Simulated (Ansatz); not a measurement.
# TlInBr6: complex band structure, part 3 of 3

Aim: relax a made-up compound, TlInBr6, and see how good a tunnel barrier it would be. It is built by putting In for Ga, Br for F in the TlGaF6 structure of space group R-3, with the volume rescaled by atomic radii. The parent structure comes from the Materials Project.

Ansatz 0.2.0; LDA DFT, plane waves, PAW files (the session's first sound run).

So far, gap on the k-mesh (eV): step 3 (the bulk crystal and its band edges, LDA) 0.521; step 4 (complex bands, plane (001), k-mesh 6×6×6, LDA) 0.521; step 6 (r2SCAN, cutoff 500 eV) 0.986.

The structure was built from a prototype and need not be the compound's stable phase.

## (7) Complex bands at another level, cutoff 500 eV

This step: r2SCAN DFT, plane waves, PAW files; complex bands by layer matching along the plane's normal (Ansatz 0.2.0).

The complex bands at that level, over its own gap, at (0, 0) and (0.5, 0).

Input file input.yaml:

```yaml
crystal:
  lattice:
    - [6.561404498, 0.0, 0.0]
    - [3.280702249, 5.68234298, 0.0]
    - [3.280702249, -1.894114327, 6.054298439]
  atoms:
    - { symbol: Tl, position: [0.0, 0.0, 0.0] }
    - { symbol: In, position: [0.0, 0.5, 0.5] }
    - { symbol: Br, position: [0.1829708012, 0.5610314999, 0.7456847135] }
    - { symbol: Br, position: [0.8153467864, 0.2559976989, 0.7456847135] }
    - { symbol: Br, position: [0.5103129854, 0.9286555147, 0.7456847135] }
    - { symbol: Br, position: [0.1846532136, 0.7440023011, 0.2543152865] }
    - { symbol: Br, position: [0.4896870146, 0.0713444853, 0.2543152865] }
    - { symbol: Br, position: [0.8170291988, 0.4389685001, 0.2543152865] }
kpoints:
  mp_grid: { grid: [6, 6, 6] }
scf:
  occupations: { method: fixed }
hamiltonian:
  xc: r2scan
output:
  eigenvalues: true
  transmission:
    leads: [[0, 0]]
    kpoints: [[0.0, 0.0], [0.5, 0.0]]
    e_range: [-1.0, 1.99]
    de: 0.06
```

On the command line:

```bash
ansatz run input.yaml --threads 2 --pin off --max-ram 4096MiB --backend cpu --events-out ev --progress --plain --runs-dir out
```

Numbers of over 12 decimals in the logs are rounded to 6 here.

The log of the run:

```text
[...]
Crystal: 8 atoms, lattice volume = 225.729 Å³
Basis set: ecut = 500 eV, 5711 PW (Γ), exchange–correlation on 192×192×216 points (64 copies of the dense FFT grid, shifted against one another)
Bands: 42, of which v1, the nominal top of the filled ones, is band 34 counted from 1 (33 counted from 0)
Symmetry: 6 space group operations
[...]
k-points: 40 of 216
[...]
SCF iter   1: F=—  HF=-33833.223395 eV  |F-HF|=—  |Δ(HF+E_count)|=         —  Δρ=6.67e-3  dr2=9.36e-2  dr2_τ=5.00e-2  ethr=1.77e-3  ⟨swp⟩=5.8  Hψ=6146  notcnv=0  defer=240
[...]
SCF iter   6: F=-33833.239733 eV  HF=-33833.239733 eV  |F-HF|=5.26e-8  |Δ(HF+E_count)|=   6.50e-7  Δρ=6.03e-6  dr2=7.85e-8  dr2_τ=5.40e-9  ethr=1.47e-10  ⟨swp⟩=12.4  Hψ=9765  notcnv=0
SCF 1 converged in 6 iterations: F = -33833.239733 eV  dr2 = 7.85e-8
[...]
transmission: 10 of 20 steps passed
transmission: 20 of 20 steps passed
SCF converged after 6 iterations
Free energy (F): -33833.239733 eV
[...]
Internal energy: -33833.239733 eV  (E = F + TS)
E sigma→0 (E₀):  -33833.239733 eV
Fermi energy:    3.864563 eV
[...]
--- Band table (eV; the first three rows and the last of 40) ---
  k-point 0: bands = [... 30 lower, 3.5763, 3.7134, 3.7134, 3.8646, 4.8507, 8.4566, 9.4913, 9.7483, ... 4 higher]
  k-point 1: bands = [... 30 lower, 3.5927, 3.5927, 3.6841, 3.6841, 5.0595, 8.0730, 9.7632, 9.9220, ... 4 higher]
  k-point 2: bands = [... 30 lower, 3.5799, 3.5799, 3.6178, 3.6178, 5.3508, 7.3909, 10.2239, 10.4827, ... 4 higher]
  k-point 39: bands = [... 30 lower, 3.3087, 3.3675, 3.6191, 3.6417, 5.5311, 7.0033, 10.0050, 10.1038, ... 4 higher]
--- Transmission ---
  basis      : 379 plane waves across, 10 finite elements along
  points     : 2, as listed
[...]
crystal 0  : Br6Tl1In1, at the sites [0, 0], period 6.0543 Å: whole cells are its period
[...]
channels       : 0.000000e0 a spin
[...]
slowest decay  : 0.1311 /Å at (0.0000, 0.0000)
```

Wall time 91 s (2 threads of Intel Xeon 6975P-C (Granite Rapids), shared host); peak memory 1.9 GiB; 2.4 min of CPU time.

Numbers from this step:

```yaml
free_energy: -33833.2397 eV
gap_on_the_k_mesh: 0.9862 eV
level_to_which_the_leads_are_filled: 0.4931 eV from the Fermi level
decay_constant_at_the_filling_level_zone_centre: 0.1310 Å⁻¹
decay_constant_at_the_filling_level_slowest_listed_point: 0.1311 Å⁻¹
```

K parallel (0, 0); values up to 1.5 1/Å, a degenerate pair printed once or twice; energies at which all values exceed this have no row. Table of Im kz of the slowest decaying states by energy, zero at the highest filled level on the SCF mesh:

```csv
energy (eV),decay 1 (Å⁻¹),decay 2 (Å⁻¹),decay 3 (Å⁻¹),decay 4 (Å⁻¹)
-1.0000,0.350,1.01,1.10,1.23
-0.7600,0.366,0.873,1.06,1.21
-0.5200,0.139,0.378,0.641,1.00
-0.2200,0.330,0.386,0.831,1.17
0.0200,0.0343,0.233,0.389,0.845
0.2600,0.110,0.281,0.388,0.925
0.5000,0.131,0.314,0.384,0.967
0.7400,0.121,0.339,0.377,0.994
0.9800,0.0240,0.359,0.367,1.01
1.2200,0.358,0.375,1.02,1.04
1.5200,0.363,0.391,1.02,1.03
1.7600,0.0970,0.379,0.400,0.993
```

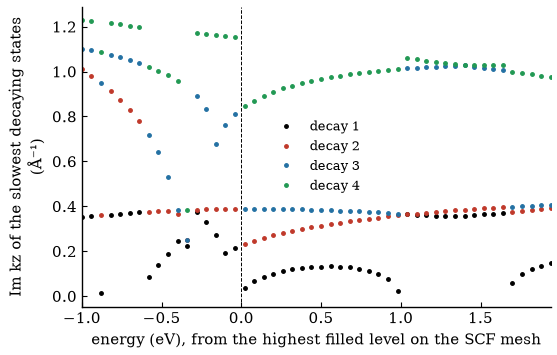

Im kz of the slowest decaying states, plotted against energy.

K parallel (0, 0). Table of Re kz of states that move upwards by energy, zero at the highest filled level on the SCF mesh:

| energy (eV) | channel 1 (Å⁻¹) | channel 2 (Å⁻¹) | channel 3 (Å⁻¹) | channel 4 = channel 5 (Å⁻¹) |
| --- | --- | --- | --- | --- |
| -1.0000 | -0.472 | -0.472 | -0.333 | -0.0356 |
| -0.7600 | -0.368 | -0.368 | -0.270 | 0.0615 |
| -0.5200 | -0.208 | - | - | - |
| -0.2200 | -0.252 | -0.252 | -0.123 | - |
| 0.0200 | - | - | - | - |
| 0.2600 | - | - | - | - |
| 0.5000 | - | - | - | - |
| 0.7400 | - | - | - | - |
| 0.9800 | - | - | - | - |
| 1.2200 | 0.188 | - | - | - |
| 1.5200 | 0.367 | - | - | - |
| 1.7600 | - | - | - | - |

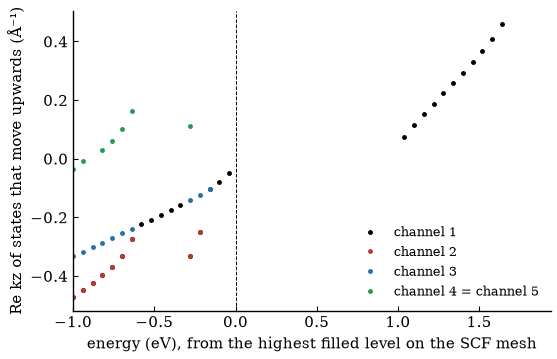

Re kz of states that move upwards against energy.

K parallel (0.5, 0); values up to 1.5 1/Å, a degenerate pair printed once or twice; energies at which all values exceed this have no row. Table of Im kz of the slowest decaying states by energy, zero at the highest filled level on the SCF mesh:

```csv
energy (eV),decay 1 (Å⁻¹),decay 2 (Å⁻¹),decay 3 (Å⁻¹),decay 4 (Å⁻¹)
-1.000,0.0563,0.105,0.193,0.337
-0.520,0.0964,0.211,0.268,1.31
0.020,0.223,0.239,0.252,0.264
0.500,0.298,0.333,0.355,0.428
0.980,0.298,0.387,0.399,0.500
1.520,0.230,0.418,0.422,0.549
```

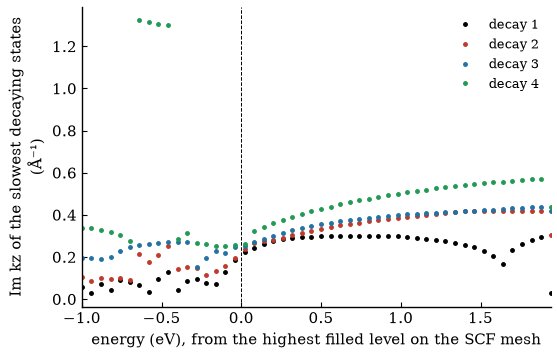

Im kz of the slowest decaying states against energy.

At the listed wavevectors the last open channel is at -0.04 eV and the next at +1.04 eV on the grid. At +0.50 eV, the grid energy nearest the filling level (the middle of the gap on the SCF mesh), the slowest state at the listed wavevectors decays with κ = 0.131 Å⁻¹, its amplitude falling by e over 7.6 Å; the first such run, plane (001), gave 0.0759 Å⁻¹.

## (8) A repeat with changed settings

This step: LDA DFT, plane waves, PAW files; complex bands by layer matching along the plane's normal; changed: basis.ecutwfc = "400 K", scf.max_iter = 60 (Ansatz 0.2.0).

This run repeats an earlier one, its twin (the complex run, plane (001)), with two settings changed (scf.max_iter, basis.ecutwfc; files written aside). The setting was drawn as a possible misstep, on purpose. Where the input is shown as a difference, that is against the step before, not the twin.

Edit input.yaml of step 7 so:

```diff
@@ -18,4 +18,5 @@
   occupations: { method: fixed }
+  max_iter: 60
 hamiltonian:
-  xc: r2scan
+  xc: lda
 output:
@@ -25,3 +26,5 @@
     kpoints: [[0.0, 0.0], [0.5, 0.0]]
-    e_range: [-1.0, 1.99]
-    de: 0.06
+    e_range: [-1.0, 1.52]
+    de: 0.05
+basis:
+  ecutwfc: "400 K"
```

The log of the run:

```text
Error: inconsistent input (basis.ecutwfc, kpoints): the smallest per-k basis holds n_pw = 0 plane waves (k-point 1, counted from 0 among those solved) but the deck needs at least 35 band(s) per channel, and no run solves more bands than the smallest per-k basis has plane waves; raise basis.ecutwfc until the smallest per-k basis, which caps the automatic band count, holds at least 35 plane waves
```

The job ended after 0.12 s (2 threads; peak memory 0.11 GiB).

The input was rejected at the start.

The program's message: “Error: inconsistent input (basis.ecutwfc, kpoints): the smallest per-k basis holds n_pw = 0 plane waves (k-point 1, counted from 0 among those solved) but the deck needs at least 35 band(s) per channe …”

The change that led to it: basis.ecutwfc = "400 K".

## (9) Results

| Item | Value |
| --- | --- |
| band gap | 0.521 eV |
| least decay constant at mid-gap, normal to (001) | 0.0759 Å⁻¹ |
| least decay constant on a mesh, normal to (001) | 0.0762 Å⁻¹ |
| least decay constant, r2SCAN | 0.131 Å⁻¹ |

**Reading.** With LDA, the slowest decay at the wavevectors tried is κ = 0.0759 Å⁻¹, normal to (001). Through such a film the transmission near mid-gap falls as exp(−2κd), a factor of ten every 15 Å. A free electron under a barrier of half the gap would need a mass of 0.084 mₑ to decay at this rate. With r2SCAN the gap goes from 0.521 to 0.986 eV and the decay constant, over the first 2 listed wavevectors, from 0.0759 to 0.131 Å⁻¹. The compound is made up by substitution; its stability against other phases and against distortions of the cell's symmetry was not tested. A semilocal functional narrows gaps, while spin-orbit coupling, left out here, narrows them in compounds of heavy elements, so the error in κ can go either way.

[Logs are printed without paths, hosts, clocks, repeated set-up lines and the standing remarks that a program may print on its own settings, such as how far it seeks lower states.]

[Hosts, paths, dates, database ids (printed as entryN), source tags and the programs' standing remarks are cut or masked in the printed files.]

[New means built here by substitution; the compound itself may be known and measured.]
